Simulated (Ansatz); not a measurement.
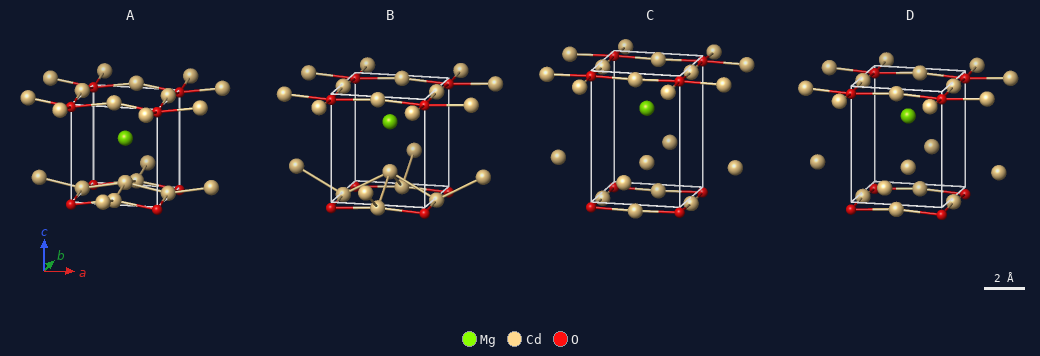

4 geometries from one relaxation of crystalline MgCd3O (a generated structure, set up in P4mm) (coarse preliminary run), in shuffled order. Style: ball-and-stick. Shown: the cell of the calculation, slightly off an axis.

The calculation used DFT PBE, scalar-relativistic, plane waves, PAW (Ansatz). (plane-wave cutoff 420 eV; k-point mesh 4 × 4 × 4; occupations gaussian; smearing width 0.1 eV; no spin polarisation; cell and atoms relaxed; force threshold 0.04 eV/Å; at most 70 steps)

### Order the frames from highest to lowest energy.

A, B, D, C. They are steps 0, 3, 8, 14, at +1019 meV per atom, +105 meV per atom, +78.9 meV per atom relative to the last. The largest move relative to the cell is that of a Cd atom, 0.80 Å along +c. Largest moves by element: Cd 0.80 Å, Mg 0.53 Å, O 0.10 Å. The drawn cell changes as follows: a = b 4.488 → 4.616 Å (+2.8 %), c 5.062 → 6.808 Å (+34.5 %); the volume changes by +42.3 %. Among the contacts that change: Cd–Mg 2.763 → 3.995 Å, Cd–Cd 2.284 → 3.046 Å, Cd–Mg 2.299 → 2.814 Å, Cd–O 2.270 → 2.308 Å. Among the angles between lasting bonds that change: Cd–O–Cd 162.5° → 177.5°, O–Cd–O 162.5° → 177.5°. The space group stays P4mm (No. 99). After 11 accepted moves (14 points after the start) the energy has fallen by 1019 meV per atom. The largest force component goes from 2.6 to 0.021 eV/Å. Pressure: 35.42 GPa at the start and 0.18 GPa at the end. The line search rejected the trial step at point 7 of the run. At 2 points the geometry stayed and the basis and grid were re-selected for the new cell (energy shift of 36.9 meV per atom at most each time).
